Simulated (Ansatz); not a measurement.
**Run report: CH10N2Si, geometry relaxation**

The run: geometry relaxation of CH10N2Si. Method and program: RKS LDA/def2-SVP (Ansatz 0.2.0).

It belongs to a series of runs on one base structure; here: end point A relaxed. Figures and captions count atoms from 1; the log counts them from 0 in places.

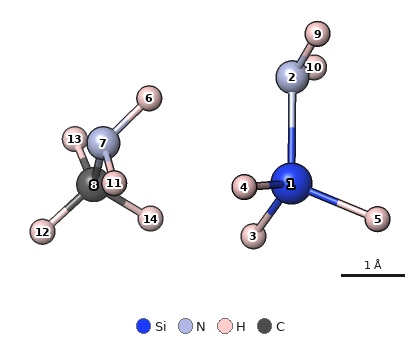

The starting structure (ball-and-stick view, seen at a tilt; atoms are numbered from 1 in the order of the input).

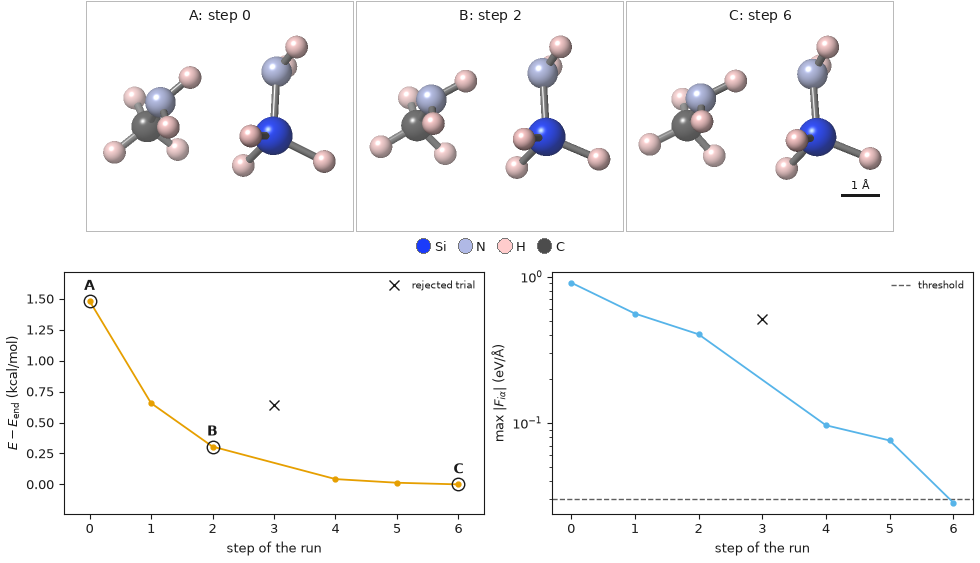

Frames of the relaxation (ball-and-stick view, seen at a tilt) above the curves, on which the letters mark them (the first geometry is step 0 here and step 1 in the log).

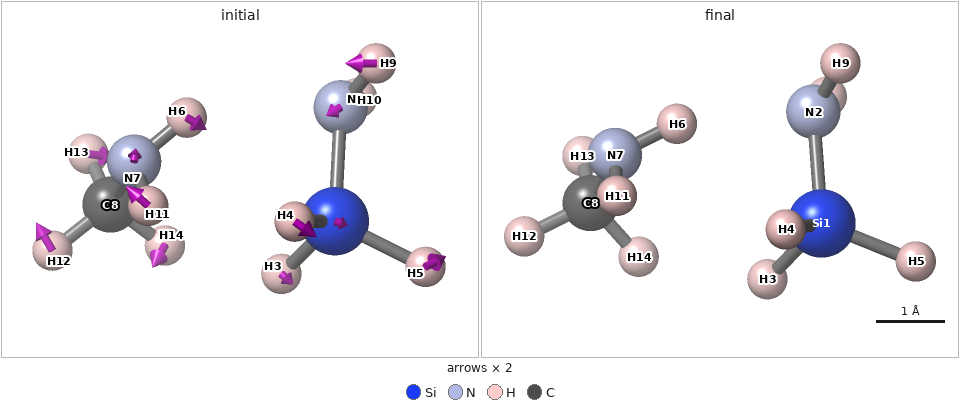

Before (left) and after (right) the relaxation, at one scale (ball-and-stick view, seen at a tilt). The pink arrows give the displacements, magnified 2 times. The energy falls by 1.48 kcal/mol in 6 geometry steps. The largest force component goes from 0.91 to 0.028 eV/Å. The line search rejected the trial step at point 3 (counted from 0) and went back. The largest moves after the best rigid fit, 0.25 Å, are those of H9 and H12. By element the largest moves are H 0.25 Å, N 0.13 Å, Si 0.11 Å, C 0.02 Å. Among the contacts that change: Si1–N2 1.787 → 1.743 Å, H6–N7 1.026 → 1.037 Å. (Atoms are counted from 1 in the order of the input.)

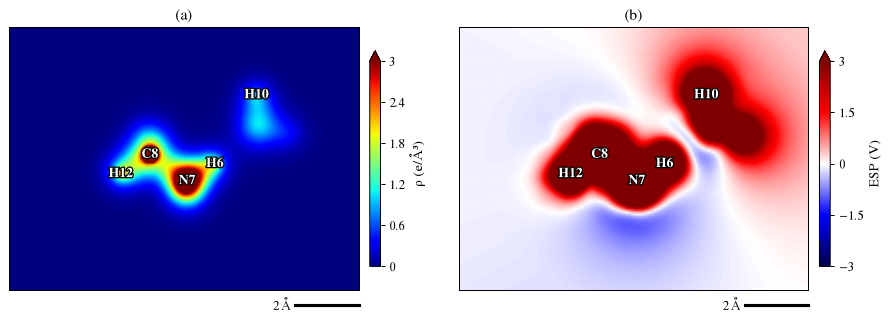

(a) electron density; (b) electrostatic potential on the plane of atoms H6, N7 and C8. Atoms in the plane: H, N and C. C–N (1.43 Å): ρ is about 2 e/Å³ halfway. C–H (1.11 Å): ρ at the midpoint is about 1.9 e/Å³.

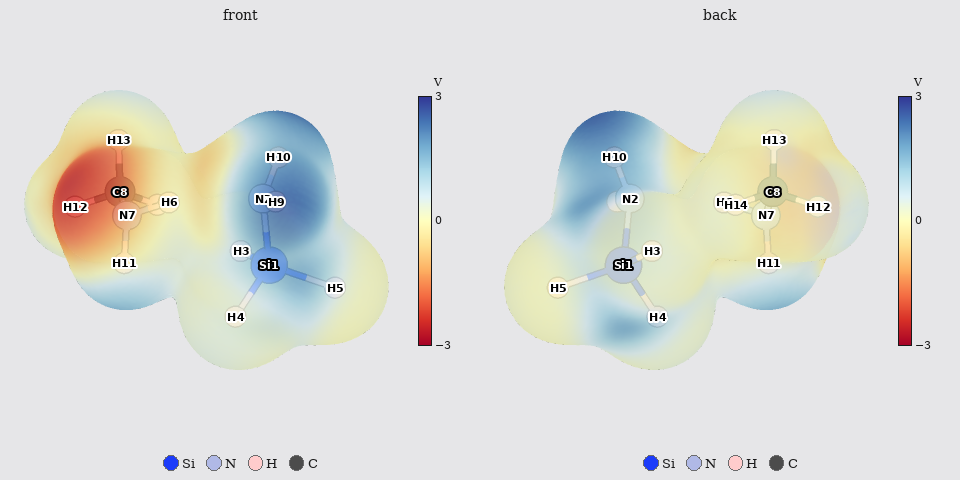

The electrostatic potential painted on the density surface at 0.004 e/bohr³, seen at a tilt and from behind; red is negative and blue positive. A positive charge is drawn to the negative regions and a negative charge to the positive ones.

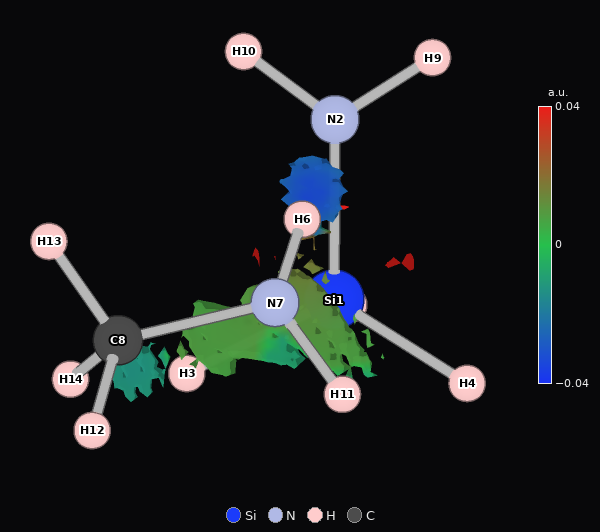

Non-covalent interaction (NCI) plot: the surface where the reduced density gradient is 0.4, for densities under 0.05 a.u., coloured by sign(λ₂)ρ; seen at an oblique angle.

The input and output of the run follow.

## Input file
```yaml
crystal:
  periodic: [false, false, false]
  atoms:
    - { symbol: Si, position_ang: [-1.013096, -0.408688, -1.281869] }
    - { symbol: "N", position_ang: [-0.826271, -1.762895, -0.130977] }
    - { symbol: H, position_ang: [0.340973, 0.219939, -1.492334] }
    - { symbol: H, position_ang: [-2.043456, 0.537404, -0.720964] }
    - { symbol: H, position_ang: [-1.531258, -0.821848, -2.647081] }
    - { symbol: H, position_ang: [-0.171309, -0.037481, 1.265106] }
    - { symbol: "N", position_ang: [0.157437, 0.934398, 1.286226] }
    - { symbol: C, position_ang: [1.517694, 1.089503, 0.871286] }
    - { symbol: H, position_ang: [-1.670764, -2.297927, 0.099523] }
    - { symbol: H, position_ang: [-0.043841, -2.400841, -0.314215] }
    - { symbol: H, position_ang: [-0.502617, 1.511557, 0.753683] }
    - { symbol: H, position_ang: [1.824942, 2.157983, 0.930539] }
    - { symbol: H, position_ang: [2.198559, 0.535113, 1.55663] }
    - { symbol: H, position_ang: [1.762906, 0.743684, -0.175554] }
basis:
  gaussian: { orbitals: def2-SVP }
hamiltonian:
  xc: lda
relax:
  f_tol: 0.03
  max_steps: 50
output:
  orbitals: {}
```

Launch command:
```bash
ansatz run input.yaml --threads 2 --pin off --max-ram 3072MiB --backend cpu --events-out ev --progress --plain --runs-dir out
```

## The program's output
```
The last accepted step is kept in [file] (removed where the run ends without a failure and the disk answers)
Engine: ansatz 0.2.0, x86_64-unknown-linux-gnu
Functional definition: SPW92
  exchange = slater_x
  correlation = pw_c
1278 factors; their error is unknown
mean field evaluation 1: about -11968.6619 eV, gradient 8.4e1 eV
mean field evaluation 2: about -11879.0792 eV, gradient 1.8e2 eV
mean field evaluation 4: about -11983.4046 eV, gradient 1.5e1 eV
mean field evaluation 8: about -11983.8637 eV, gradient 1.1e-1 eV
mean field evaluation 16: about -11983.7863 eV, gradient 2.0e-3 eV
mean field -11983.78625138 eV, -440.3960218360 hartree, gradient 1.1e-5 eV, S^2 0.000000; 0 other end points of the search recorded, 0 dependent functions left out
the calculation of the forces begins
reference -11983.78628898 eV, -440.3960232180 hartree; 22, 22 occupied and 88, 88 virtual orbitals, 1278 factors
relax step   1: F+E_penalty+E_count = -11983.78625138 eV  Δ(F+E_penalty+E_count) = +0.000e0 eV  max|allowed force component| = 9.109e-1 eV/Å  Δτ_max = 0.0000 Å  (30 SCF iters, accepted)
these checks for a lower state are left out or cut short: starts, cluster_reference, orbital_swaps, neighbouring_geometries, increment
1278 factors; their error is unknown
mean field -11983.82205014 eV, -440.3973374164 hartree, gradient 2.2e-5 eV, S^2 0.000000; 0 other end points of the search recorded, 0 dependent functions left out
the calculation of the forces begins
reference -11983.82208756 eV, -440.3973387913 hartree; 22, 22 occupied and 88, 88 virtual orbitals, 1278 factors
relax step   2: F+E_penalty+E_count = -11983.82205014 eV  Δ(F+E_penalty+E_count) = -3.580e-2 eV  max|allowed force component| = 5.600e-1 eV/Å  Δτ_max = 0.1673 Å  (27 SCF iters, accepted)
these checks for a lower state are left out or cut short: starts, cluster_reference, orbital_swaps, neighbouring_geometries, increment
1278 factors; their error is unknown
mean field evaluation 32: about -11983.8373 eV, gradient 1.8e-3 eV
mean field -11983.83727194 eV, -440.3978968072 hartree, gradient 1.3e-5 eV, S^2 0.000000; 0 other end points of the search recorded, 0 dependent functions left out
the calculation of the forces begins
reference -11983.83730940 eV, -440.3978981839 hartree; 22, 22 occupied and 88, 88 virtual orbitals, 1278 factors
relax step   3: F+E_penalty+E_count = -11983.83727194 eV  Δ(F+E_penalty+E_count) = -1.522e-2 eV  max|allowed force component| = 4.041e-1 eV/Å  Δτ_max = 0.1113 Å  (28 SCF iters, accepted)
these checks for a lower state are left out or cut short: starts, cluster_reference, orbital_swaps, neighbouring_geometries, increment
1278 factors; their error is unknown
mean field -11983.82272280 eV, -440.3973621363 hartree, gradient 7.0e-6 eV, S^2 0.000000; 0 other end points of the search recorded, 0 dependent functions left out
the calculation of the forces begins
reference -11983.82275994 eV, -440.3973635009 hartree; 22, 22 occupied and 88, 88 virtual orbitals, 1278 factors
relax step   4: F+E_penalty+E_count = -11983.82272280 eV  Δ(F+E_penalty+E_count) = +1.455e-2 eV  max|allowed force component| = 5.112e-1 eV/Å  Δτ_max = 0.2000 Å  (27 SCF iters, rejected (line search))
these checks for a lower state are left out or cut short: starts, cluster_reference, orbital_swaps, neighbouring_geometries, increment
1278 factors; their error is unknown
mean field -11983.84866130 eV, -440.3983153585 hartree, gradient 1.4e-5 eV, S^2 0.000000; 0 other end points of the search recorded, 0 dependent functions left out
the calculation of the forces begins
reference -11983.84869870 eV, -440.3983167330 hartree; 22, 22 occupied and 88, 88 virtual orbitals, 1278 factors
relax step   5: F+E_penalty+E_count = -11983.84866130 eV  Δ(F+E_penalty+E_count) = -1.139e-2 eV  max|allowed force component| = 9.643e-2 eV/Å  Δτ_max = 0.0935 Å  (28 SCF iters, accepted)
these checks for a lower state are left out or cut short: starts, cluster_reference, orbital_swaps, neighbouring_geometries, increment
1278 factors; their error is unknown
mean field -11983.84993939 eV, -440.3983623273 hartree, gradient 1.4e-5 eV, S^2 0.000000; 0 other end points of the search recorded, 0 dependent functions left out
the calculation of the forces begins
reference -11983.84997672 eV, -440.3983636991 hartree; 22, 22 occupied and 88, 88 virtual orbitals, 1278 factors
relax step   6: F+E_penalty+E_count = -11983.84993939 eV  Δ(F+E_penalty+E_count) = -1.278e-3 eV  max|allowed force component| = 7.589e-2 eV/Å  Δτ_max = 0.0294 Å  (29 SCF iters, accepted)
these checks for a lower state are left out or cut short: starts, cluster_reference, orbital_swaps, neighbouring_geometries, increment
1278 factors; their error is unknown
mean field -11983.85051315 eV, -440.3983834125 hartree, gradient 1.4e-5 eV, S^2 0.000000; 0 other end points of the search recorded, 0 dependent functions left out
the calculation of the forces begins
reference -11983.85055050 eV, -440.3983847851 hartree; 22, 22 occupied and 88, 88 virtual orbitals, 1278 factors
relax step   7: F+E_penalty+E_count = -11983.85051315 eV  Δ(F+E_penalty+E_count) = -5.738e-4 eV  max|allowed force component| = 2.849e-2 eV/Å  Δτ_max = 0.0176 Å  (30 SCF iters, accepted)
1278 factors; their error is unknown
mean field evaluation 64: about -11983.8505 eV, gradient 2.0e-5 eV
mean field -11983.85051315 eV, -440.3983834125 hartree, gradient 2.0e-5 eV, S^2 0.000000; 1 other end points of the search recorded, 0 dependent functions left out
the calculation of the forces begins
reference -11983.85055050 eV, -440.3983847851 hartree; 22, 22 occupied and 88, 88 virtual orbitals, 1278 factors
Total energy: -11983.85055050 eV, -440.3983847851 hartree
Atom 0 at    -1.032623    -0.458942    -1.373224 Å, force     0.000844     0.016198    -0.005424 eV/Å
Atom 1 at    -0.812863    -1.632080    -0.102368 Å, force     0.009134    -0.028487    -0.011799 eV/Å
Atom 2 at     0.289724     0.223812    -1.605099 Å, force    -0.000267    -0.002499     0.000949 eV/Å
Atom 3 at    -2.093005     0.505848    -0.915314 Å, force     0.000325     0.003994    -0.002804 eV/Å
Atom 4 at    -1.491520    -1.023293    -2.701302 Å, force    -0.001614    -0.003517     0.001968 eV/Å
Atom 5 at    -0.171928    -0.096434     1.092335 Å, force    -0.006892    -0.004822     0.004683 eV/Å
Atom 6 at     0.178459     0.845587     1.347648 Å, force     0.018775     0.012931    -0.011895 eV/Å
Atom 7 at     1.515369     1.073840     0.886712 Å, force    -0.014131    -0.002543     0.008813 eV/Å
Atom 8 at    -1.642685    -2.115108     0.259176 Å, force    -0.006604     0.001399     0.008998 eV/Å
Atom 9 at    -0.033231    -2.293637    -0.192950 Å, force    -0.001807     0.010874     0.006734 eV/Å
Atom 10 at    -0.483667     1.538317     0.977328 Å, force    -0.004801    -0.007396     0.001183 eV/Å
Atom 11 at     1.862786     2.093653     1.165442 Å, force     0.003329     0.008023     0.004869 eV/Å
Atom 12 at     2.221212     0.370679     1.383551 Å, force     0.005644    -0.009387     0.003811 eV/Å
Atom 13 at     1.693870     0.967660    -0.221937 Å, force    -0.001934     0.005231    -0.010085 eV/Å
Dipole moment:    -0.128414    -0.387127    -0.214789 e Å
```

## Trajectory as extended XYZ (Å, eV, eV/Å), 7 frames, from step=1 to step=7
```
14
Properties=species:S:1:pos:R:3:forces:R:3 step=1 energy=-11983.78625
Si   -1.0131   -0.4087   -1.2819    0.0028  -0.8077   0.4788
N    -0.8263   -1.7629   -0.1310   -0.0268   0.9109  -0.5233
H     0.3410    0.2199   -1.4923   -0.0372  -0.0206   0.0240
H    -2.0435    0.5374   -0.7210    0.0376  -0.0004   0.0019
H    -1.5313   -0.8218   -2.6471    0.0276   0.0058   0.0261
H    -0.1713   -0.0375    1.2651   -0.0818  -0.2994  -0.1192
N     0.1574    0.9344    1.2862    0.1065   0.2274   0.1124
C     1.5177    1.0895    0.8713   -0.0355  -0.0035  -0.0115
H    -1.6708   -2.2979    0.0995   -0.0081  -0.0020  -0.0055
H    -0.0438   -2.4008   -0.3142    0.0017  -0.0133   0.0031
H    -0.5026    1.5116    0.7537    0.0152  -0.0012   0.0012
H     1.8249    2.1580    0.9305    0.0082  -0.0286   0.0093
H     2.1986    0.5351    1.5566   -0.0146   0.0170  -0.0228
H     1.7629    0.7437   -0.1756    0.0043   0.0158   0.0253
14
Properties=species:S:1:pos:R:3:forces:R:3 step=2 energy=-11983.82205
Si   -1.0443   -0.4248   -1.3492    0.1371  -0.2786   0.5243
N    -0.8012   -1.6414   -0.0792   -0.1603   0.2860  -0.5600
H     0.2998    0.2153   -1.5758   -0.0152   0.0181  -0.0403
H    -2.0669    0.5425   -0.8131   -0.0009   0.0036  -0.0630
H    -1.5545   -0.9052   -2.6949    0.0195  -0.0910   0.0993
H    -0.1564   -0.1337    1.1338   -0.0106   0.1735  -0.0641
N     0.1605    0.8443    1.2897   -0.0223   0.0265   0.0539
C     1.5166    1.0659    0.8878   -0.0382   0.0281  -0.0567
H    -1.6273   -2.1806    0.2105    0.0412   0.0090   0.0104
H    -0.0042   -2.2762   -0.2132   -0.0212  -0.0097   0.0002
H    -0.5045    1.4802    0.8269    0.0891  -0.1172   0.0559
H     1.8065    2.1333    1.0469   -0.0046  -0.1468  -0.0191
H     2.2080    0.4601    1.5198   -0.0067   0.0511  -0.0549
H     1.7680    0.8203   -0.1901   -0.0069   0.0475   0.1141
14
Properties=species:S:1:pos:R:3:forces:R:3 step=3 energy=-11983.83727
Si   -1.0362   -0.4441   -1.3543    0.0497  -0.2603   0.3655
N    -0.8063   -1.6574   -0.0904   -0.0827   0.2582  -0.4041
H     0.3060    0.1948   -1.5937   -0.0091   0.0171  -0.0137
H    -2.0629    0.5300   -0.8402    0.0107   0.0070  -0.0416
H    -1.5455   -0.9598   -2.6854    0.0169  -0.0341   0.0418
H    -0.1805   -0.0941    1.0896    0.0628   0.1951   0.0645
N     0.1674    0.8625    1.3169   -0.1676  -0.0847  -0.0842
C     1.5175    1.0758    0.8917    0.0514   0.0213  -0.0629
H    -1.6380   -2.1826    0.2085    0.0408   0.0273   0.0159
H    -0.0200   -2.3052   -0.2262   -0.0203   0.0136   0.0245
H    -0.4899    1.5474    0.9143    0.1185  -0.1351   0.0481
H     1.8375    2.1251    1.1032   -0.0175  -0.1357  -0.0220
H     2.2131    0.4208    1.4703   -0.0412   0.0663  -0.0693
H     1.7377    0.8867   -0.2044   -0.0124   0.0440   0.1375
14
Properties=species:S:1:pos:R:3:forces:R:3 step=4 energy=-11983.82272 accepted=F
Si   -1.0126   -0.4366   -1.3463    0.1553   0.0970  -0.3422
N    -0.7622   -1.6320   -0.1166   -0.3932  -0.3749   0.5112
H     0.2897    0.3063   -1.5628   -0.1243  -0.0706  -0.0165
H    -2.1129    0.5016   -0.9330   -0.0094  -0.0483   0.1196
H    -1.4282   -1.0236   -2.6780   -0.0061   0.0464  -0.0439
H    -0.2140   -0.0782    1.1276   -0.0105  -0.2618  -0.1028
N     0.1538    0.8577    1.3492    0.2573   0.0914   0.1050
C     1.4920    1.0416    0.8704   -0.0215   0.0076   0.0350
H    -1.5861   -2.0525    0.3512    0.3293   0.1861  -0.2529
H    -0.0368   -2.3477   -0.2507   -0.0278   0.1216  -0.0048
H    -0.4732    1.5470    0.9317   -0.2638   0.1728  -0.0317
H     1.8575    2.0510    1.1513    0.1072   0.0902   0.0142
H     2.1915    0.3201    1.3481   -0.0299  -0.0233   0.0223
H     1.6414    0.9451   -0.2420    0.0373  -0.0342  -0.0125
14
Properties=species:S:1:pos:R:3:forces:R:3 step=5 energy=-11983.84866
Si   -1.0409   -0.4554   -1.3768    0.0178  -0.0411   0.0044
N    -0.8042   -1.6322   -0.1094   -0.0928  -0.0652   0.0347
H     0.2753    0.2398   -1.6206   -0.0305  -0.0180   0.0153
H    -2.1088    0.5010   -0.9163    0.0172  -0.0071   0.0056
H    -1.5031   -1.0328   -2.6994    0.0048   0.0247   0.0071
H    -0.1695   -0.0916    1.1091   -0.0081   0.0032  -0.0237
N     0.1791    0.8547    1.3500    0.0382  -0.0164   0.0116
C     1.5211    1.0715    0.8980    0.0209  -0.0117  -0.0372
H    -1.6329   -2.1139    0.2660    0.0964   0.0796  -0.0542
H    -0.0353   -2.3038   -0.2221   -0.0046   0.0353   0.0110
H    -0.4742    1.5423    0.9565   -0.0351  -0.0055  -0.0004
H     1.8605    2.1003    1.1569    0.0182  -0.0319  -0.0101
H     2.2253    0.3794    1.4175   -0.0462   0.0401  -0.0268
H     1.7076    0.9405   -0.2093    0.0039   0.0141   0.0626
14
Properties=species:S:1:pos:R:3:forces:R:3 step=6 energy=-11983.84994
Si   -1.0306   -0.4547   -1.3661    0.0003   0.0300  -0.0314
N    -0.8080   -1.6328   -0.1005   -0.0349  -0.0759   0.0166
H     0.2884    0.2377   -1.5944   -0.0109  -0.0195  -0.0042
H    -2.0939    0.5063   -0.9061   -0.0014  -0.0061  -0.0008
H    -1.4874   -1.0186   -2.6958    0.0035   0.0058   0.0091
H    -0.1749   -0.0966    1.0863   -0.0129  -0.0173   0.0141
N     0.1742    0.8460    1.3405    0.0432   0.0180  -0.0149
C     1.5139    1.0702    0.8854    0.0027   0.0008   0.0072
H    -1.6387   -2.1156    0.2635    0.0375   0.0364  -0.0160
H    -0.0338   -2.2997   -0.2012   -0.0013   0.0211   0.0096
H    -0.4828    1.5382    0.9611   -0.0214  -0.0025   0.0039
H     1.8575    2.0934    1.1580    0.0102  -0.0084  -0.0026
H     2.2182    0.3711    1.3918   -0.0120   0.0080  -0.0069
H     1.6978    0.9550   -0.2225   -0.0027   0.0095   0.0165
14
Properties=species:S:1:pos:R:3:forces:R:3 step=7 energy=-11983.85051
Si   -1.0326   -0.4589   -1.3732    0.0008   0.0162  -0.0054
N    -0.8129   -1.6321   -0.1024    0.0091  -0.0285  -0.0118
H     0.2897    0.2238   -1.6051   -0.0003  -0.0025   0.0009
H    -2.0930    0.5058   -0.9153    0.0003   0.0040  -0.0028
H    -1.4915   -1.0233   -2.7013   -0.0016  -0.0035   0.0020
H    -0.1719   -0.0964    1.0923   -0.0069  -0.0048   0.0047
N     0.1785    0.8456    1.3476    0.0188   0.0129  -0.0119
C     1.5154    1.0738    0.8867   -0.0141  -0.0025   0.0088
H    -1.6427   -2.1151    0.2592   -0.0066   0.0014   0.0090
H    -0.0332   -2.2936   -0.1930   -0.0018   0.0109   0.0067
H    -0.4837    1.5383    0.9773   -0.0048  -0.0074   0.0012
H     1.8628    2.0937    1.1654    0.0033   0.0080   0.0049
H     2.2212    0.3707    1.3836    0.0056  -0.0094   0.0038
H     1.6939    0.9677   -0.2219   -0.0019   0.0052  -0.0101
```

## Results in brief

| quantity | value |
| --- | --- |
| outcome | converged |
| total energy | −11983.8506 eV |
| mean-field energy | −11983.8506 eV |
| largest force (length of the vector) at the end | 0.032 eV/Å |
| hardware | 2 threads of Intel Xeon (Granite Rapids), 16 GiB of memory available, shared host |
| wall time | 6.6 s (CPU time 12 s) |
| peak memory | 0.16 GiB |
